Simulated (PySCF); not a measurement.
# C₃H₉NO₂Si (SMILES CON(C)C(=O)[SiH3]): what the fields show

Input

```
{"job": {"kind": "nmr", "xc": "PBE0", "basis": "pcSseg-1", "pop": false}, "charge": 0, "multiplicity": 1}
C     -1.928590    -1.349782     0.091616
O     -0.909916    -0.597909    -0.525578
N     -0.568901     0.544659     0.286769
C     -0.337644     1.682871    -0.565436
C      0.616610     0.047287     0.967558
O      0.518246    -0.276478     2.119221
Si     2.231581    -0.282612    -0.032982
H     -2.846399    -0.763538     0.185702
H     -2.091442    -2.202041    -0.565509
H     -1.618166    -1.696022     1.081651
H     -1.263377     1.902448    -1.095233
H     -0.081624     2.522025     0.078924
H      0.465306     1.518124    -1.294311
H      2.939630    -1.317298     0.709600
H      1.893817    -0.707706    -1.388257
H      2.980868     0.975972    -0.053736
```

Launched as:

```sh
OMP_NUM_THREADS=1 python ens_run.py task.json out
```

Geometry: GFN2-xTB.

The calculation used PBE0/pcSseg-1, SCF density, gas phase, non-relativistic in PySCF.

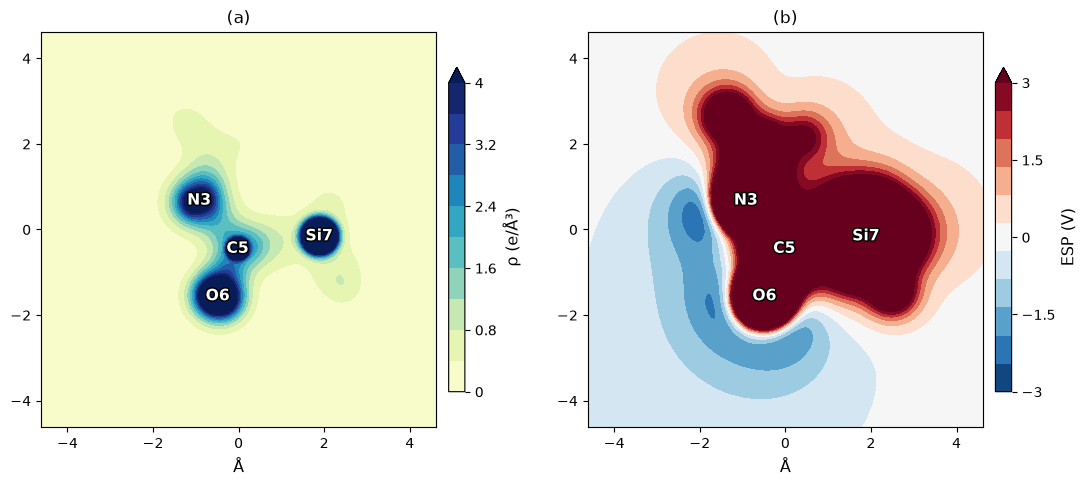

Figure 1. (a) total electron density; (b) electrostatic potential on the plane of atoms O6, C5 and Si7.

**What do the fields say about this system?**

The plane passes through N, C, O and Si nuclei. C–O (1.20 Å): ρ at the midpoint is about 3.4 e/Å³. C–N (1.45 Å): the density is about 2 e/Å³ at the midpoint. C–Si (1.93 Å): the density is about 0.9 e/Å³ at the midpoint. Outside the dense part of the molecule the potential is most negative (−2.2 V) near N3.

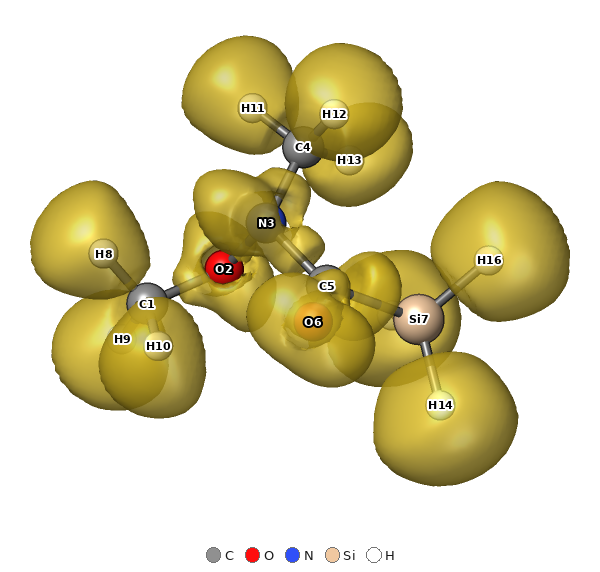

Figure 2. Isosurface of the ELF at 0.75 (yellow), seen across its widest extent. Core shells and regions of very low density are left out.

**Identify the bonds, lone pairs and shells in this picture.**

The ELF exceeds this value in one region between bonded C–Si atoms (shared pairs), nine regions around hydrogen nuclei, one region on N in which the atom's valence shell and bonds are merged and two regions on O in which the atom's valence shell and bonds are merged. Along the contacts the grid gives the following. C–O (1.20 Å): the ELF peaks at about 0.85 between the atoms (a multiple bond). C–N (1.44 Å): the ELF peaks at about 0.95 between the atoms: localised, covalent bonding.

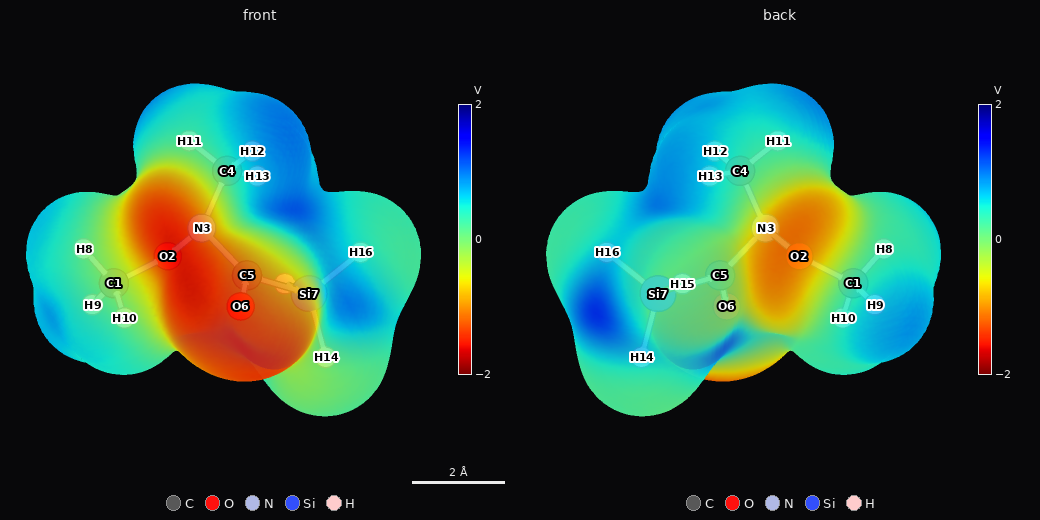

Figure 3. The molecular electrostatic potential painted on the density surface at 0.002 e/bohr³, seen from the front and from behind; the colour scale runs from red (negative) to blue (positive).

**Describe the electrostatic potential map.**

The most negative region (about −1.6 V, or −37 kcal/mol for a unit charge) lies over N3 and O6, the most positive (about +1.2 V, or +28 kcal/mol for a unit charge) over Si7.
